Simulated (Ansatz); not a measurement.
```yaml
crystal:
  periodic: [false, false, false]
  atoms:
    - {symbol: F, position_ang: [0.686867, 1.170676, 0.162973]}
    - {symbol: C, position_ang: [0.149967, -0.066714, 0.076580]}
    - {symbol: Br, position_ang: [-1.346649, 0.715017, -0.868273]}
    - {symbol: H, position_ang: [0.807725, -0.713598, -0.500416]}
    - {symbol: H, position_ang: [-0.049735, -0.451517, 1.074615]}
basis:
  gaussian: {orbitals: def2-TZVPP}
hamiltonian: {xc: pbe, dispersion: d4}
```

Geometry: moved along internal coordinates away from the minimum.

Describe the molecule in this file.

It has 5 atoms: 1 carbon, 2 hydrogen, 1 bromine and 1 fluorine (CH₂BrF). Its SMILES string is `FCBr`. Among its groups: C–F bond, C–Br bond.

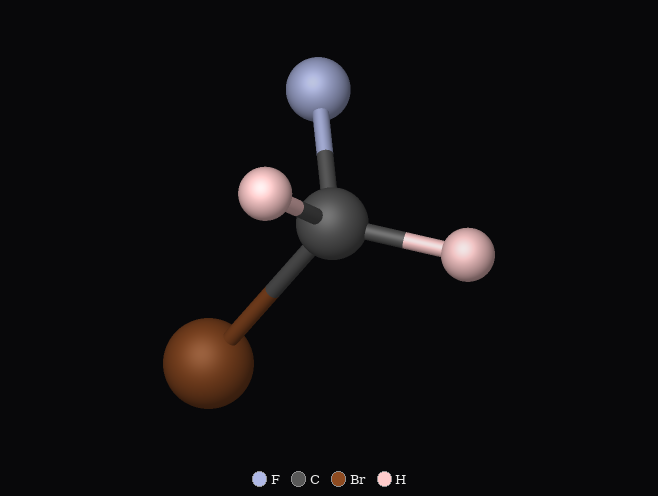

(Drawn from a calculation with Ansatz.)
